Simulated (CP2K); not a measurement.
**[BF2]+ (SMILES F[B+]F): PBE/DZVP-MOLOPT-SR-GTH (core potential)**

Aim: the vertical ionisation energy of [BF2]+ at PBE/DZVP-MOLOPT-SR-GTH (core potential), from 2 runs. 

Program for the calculation: CP2K 2026.2.

2 further runs of the same task are left out: 2 set aside as unsound or not needed.

**1. The molecule**

[BF2]+: 3 atoms, total charge +1, spin state singlet. SMILES: `F[B+]F`. The coordinates come from a PBE0-D4/def2-TZVP relaxation.

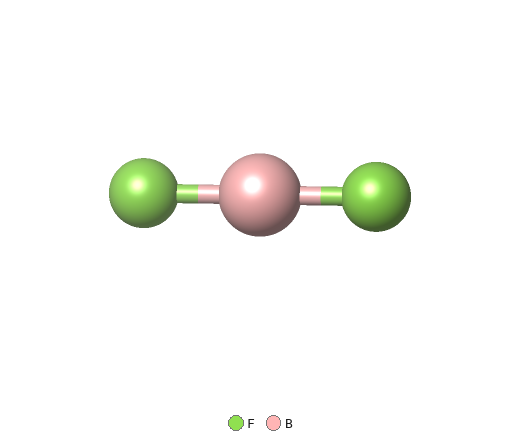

The structure, seen from a chosen angle (fluorine green, boron pink).

**2. The energy at PBE/DZVP-MOLOPT-SR-GTH (core potential)**

molecule.xyz reads:

```xyz
3

F      0.329710     1.140520     0.307700
B      0.000000     0.000000     0.000000
F     -0.329720    -1.140520    -0.307700
```

calc.inp reads:

```
&global
    project calc
    run_type ENERGY
    print_level MEDIUM
&end global
&force_eval
    method Quickstep
    &dft
        basis_set_file_name BASIS_MOLOPT
        potential_file_name GTH_POTENTIALS
        charge 1
        multiplicity 1
        ! Quickstep
        &qs
            method GPW
            eps_default 1.0E-10
        &end qs
        ! real-space grids
        &mgrid
            cutoff 400
            rel_cutoff 50
            ngrids 4
        &end mgrid
        &poisson
            periodic NONE
            poisson_solver MULTIPOLE
        &end poisson
        &scf
            scf_guess ATOMIC
            eps_scf 1.0E-06
            max_scf 80
            added_mos 5
            &diagonalization
                algorithm STANDARD
            &end diagonalization
            &mixing
                method PULAY_MIXING
                alpha 0.3
                nbuffer 8
            &end mixing
        &end scf
        ! exchange and correlation
        &xc
            &xc_functional PBE
            &end xc_functional
        &end xc
        ! extra output
        &print
            &moments
                periodic F
                reference COM
                max_moment 1
            &end moments
            &mo ON
                energies T
                occupation_numbers T
                ndigits 6
                &each
                    qs_scf 0
                &end each
                add_last NUMERIC
            &end mo
            &hirshfeld OFF
            &end hirshfeld
        &end print
    &end dft
    ! structure
    &subsys
        ! box in angstrom
        &cell
            abc [angstrom] 7.7 9.3 7.6
            periodic NONE
        &end cell
        &topology
            coord_file_name molecule.xyz
            coord_file_format XYZ
            &center_coordinates
            &end center_coordinates
        &end topology
        &kind F
            basis_set DZVP-MOLOPT-SR-GTH-q7
            potential GTH-PBE-q7
        &end kind
        &kind B
            basis_set DZVP-MOLOPT-SR-GTH-q3
            potential GTH-PBE-q3
        &end kind
    &end subsys
&end force_eval
```

Launch:

```
$ OMP_NUM_THREADS=1 cp2k.psmp -i calc.inp > calc.out 2>&1
```

What it wrote:

```text
CP2K| version string:                                       CP2K version 2026.2
[...]
 GLOBAL| Method name                                                        CP2K
[...]
 GLOBAL| Run type                                                         ENERGY
[...]
 DFT| Spin restricted Kohn-Sham (RKS) calculation                            RKS
 DFT| Multiplicity                                                             1
[...]
 DFT| Charge                                                                   1
[...]
 FUNCTIONAL| PBE:
 QS| Method:                                                                 GPW
[...]
 QS| Density cutoff [a.u.]:                                                200.0
[...]
 QS| Relative density cutoff [a.u.]:                                        25.0
[...]
                             - Atoms:                                          3
[...]
                             - Spherical basis functions:                     39
[...]
 Number of electrons:                                                         16
[...]
     1 NoMix/Diag. 0.30E+00    0.7     1.61864390       -50.3222105050 -5.03E+01
[...]
    13 Pulay/Diag. 0.30E+00    0.7     0.00000066       -51.0092237201  1.55E-05
  *** SCF run converged in    13 steps ***
[...]
  Overlap energy of the core charge distribution:               0.00001554516879
  Self energy of the core charge distribution:               -134.68430442842072
  Core Hamiltonian energy:                                     37.82975435886094
  Hartree energy:                                              55.91325363781667
  Exchange-correlation energy:                                -10.06794283357289
  Total energy:                                               -51.00922372014720
[...]
                     Mulliken Population Analysis
 #  Atom  Element  Kind  Atomic population                           Net charge
       1     F        1          6.912772                              0.087228
       2     B        2          2.174453                              0.825547
       3     F        1          6.912775                              0.087225
 # Total charge                             16.000000                  1.000000
[...]
  Dipole moment [Debye]
    X=  0.2682105E-04 Y=  0.5556604E-05 Z=  0.1514930E-05  Total=      0.0000274
 ENERGY| Total FORCE_EVAL ( QS ) energy [hartree]            -51.009223720147205
[...]
```

Run time: 10 s. Hardware: 1 thread of Arm Neoverse V1, shared host; peak memory 0.82 GiB.

**3. Doublet [BF2]2+ at the same level**

qs.inp reads:

```
&global
   project qs
   run_type ENERGY
   print_level MEDIUM
&end
&force_eval
   method QUICKSTEP
   &dft
      basis_set_file_name BASIS_MOLOPT
      potential_file_name GTH_POTENTIALS
      charge 2
      multiplicity 2
      lsd T
      &qs
         method GPW
         eps_default 1.0E-10
      &end
      # real-space grids
      &mgrid
         cutoff 400
         rel_cutoff 50
         ngrids 4
      &end
      # isolated system
      &poisson
         periodic NONE
         poisson_solver MULTIPOLE
      &end
      &scf
         scf_guess ATOMIC
         eps_scf 1.0E-05
         max_scf 40
         &ot ON
            minimizer DIIS
            preconditioner FULL_ALL
         &end
         &outer_scf
            eps_scf 1.0E-05
            max_scf 2
         &end
      &end
      &xc
         &xc_functional PBE
         &end
      &end
      # extra output
      &print
         &moments
            periodic F
            reference COM
            max_moment 1
         &end
         &mo_cubes
            nlumo 2
            nhomo -1
            write_cube F
         &end
         &hirshfeld OFF
         &end
      &end
   &end
   # atoms, cell and kinds
   &subsys
      &cell
         abc [angstrom] 7.7 9.3 7.6
         periodic NONE
      &end
      &coord
         F      4.179715     5.790520     4.107700
         B      3.850005     4.650000     3.800000
         F      3.520285     3.509480     3.492300
      &end
      &kind F
         basis_set DZVP-MOLOPT-SR-GTH-q7
         potential GTH-PBE-q7
      &end
      &kind B
         basis_set DZVP-MOLOPT-SR-GTH-q3
         potential GTH-PBE-q3
      &end
   &end
&end
```

Launch:

```
$ OMP_NUM_THREADS=1 cp2k.psmp qs.inp > qs.out
```

What it wrote:

```text
CP2K| version string:                                       CP2K version 2026.2
[...]
 GLOBAL| Method name                                                        CP2K
[...]
 GLOBAL| Run type                                                         ENERGY
[...]
 DFT| Spin unrestricted (spin-polarized) Kohn-Sham calculation               UKS
 DFT| Multiplicity                                                             2
[...]
 DFT| Charge                                                                   2
[...]
 FUNCTIONAL| PBE:
 QS| Method:                                                                 GPW
[...]
 QS| Density cutoff [a.u.]:                                                200.0
[...]
 QS| Relative density cutoff [a.u.]:                                        25.0
[...]
                             - Atoms:                                          3
[...]
                             - Spherical basis functions:                     39
[...]
 Number of electrons:                                                          8
[...]
     1 OT DIIS     0.15E+00    1.1     0.20951263       -47.2949244246 -4.73E+01
[...]
    35 OT DIIS     0.15E+00    1.1     0.00000789       -50.0657373440 -2.71E-08
  *** SCF run converged in    35 steps ***
[...]
  Overlap energy of the core charge distribution:               0.00001554516879
  Self energy of the core charge distribution:               -134.68430442842072
  Core Hamiltonian energy:                                     37.02857751567628
  Hartree energy:                                              57.19373259140333
  Exchange-correlation energy:                                 -9.60375856780751
  Total energy:                                               -50.06573734397981
[...]
                     Mulliken Population Analysis
 #  Atom  Element  Kind  Atomic population (alpha,beta) Net charge  Spin moment
       1     F        1         3.536204     3.007931     0.455864     0.528273
       2     B        2         0.927574     0.984162     1.088264    -0.056588
       3     F        1         3.536222     3.007906     0.455872     0.528316
 # Total charge and spin        8.000000     7.000000     2.000000     1.000000
[...]
  Dipole moment [Debye]
    X= -0.6320750E-04 Y= -0.1550222E-03 Z= -0.3482442E-04  Total=      0.0001710
[...]
 HOMO - LUMO gap [eV] :    0.530799
 ENERGY| Total FORCE_EVAL ( QS ) energy [hartree]            -50.065737343979812
[...]
```

Run time: 43 s. Hardware: 1 thread of Arm Neoverse V1, shared host; peak memory 0.64 GiB.

**4. Results**

Level: PBE/DZVP-MOLOPT-SR-GTH (core potential).

```
                                            quantity         value
                        singlet [BF2]+: total energy  -51.00922 Eh
                         singlet [BF2]+: HOMO energy     -20.63 eV
                         singlet [BF2]+: LUMO energy      -9.52 eV
                       singlet [BF2]+: HOMO–LUMO gap      11.10 eV
                       doublet [BF2]2+: total energy  -50.06574 Eh
 doublet [BF2]2+: HOMO energy (highest over α and β)     -31.24 eV
  doublet [BF2]2+: LUMO energy (lowest over α and β)     -30.71 eV
                               doublet [BF2]2+: ⟨S²⟩         0.759
vertical ionisation energy (to the doublet dication)     25.674 eV
```

What this shows: The vertical ionisation energy comes to 25.67 eV (2477 kJ/mol). The negative HOMO energy of the first species, 20.63 eV, lies 5.05 eV below that difference.
